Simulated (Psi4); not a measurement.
Approach curve of the dimer H3B ··· HF (SMILES B and F). Monomers: optimised at B3LYP-D3(BJ) (def2-TZVP), held rigid. Orientation: lowest of the rigid-body minima from ten starts at GFN2-xTB. Only R, the distance of the centres of mass, is varied, so the lowest point isn't the relaxed dimer.

Method: SAPT0/jun-cc-pVDZ, frozen core run with Psi4 1.11.

Components in kJ/mol:

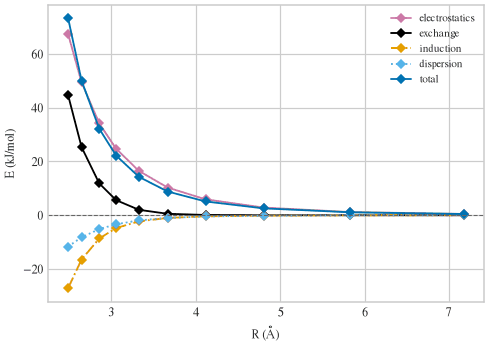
Figure: Components of the interaction energy.

```csv
R / Å,electrostatics,exchange,induction,dispersion,total
2.49,67.46,44.75,-27.18,-11.66,73.38
2.65,49.44,25.35,-16.50,-8.20,50.09
2.86,34.15,11.81,-8.64,-5.17,32.14
3.06,24.71,5.60,-4.78,-3.36,22.17
3.33,16.47,2.00,-2.28,-1.92,14.27
3.67,10.29,0.53,-1.01,-1.00,8.81
4.12,5.90,0.09,-0.41,-0.46,5.11
4.81,2.84,0.00,-0.13,-0.17,2.54
5.83,1.17,0.00,-0.04,-0.05,1.09
7.18,0.46,0.00,-0.01,-0.01,0.44
```
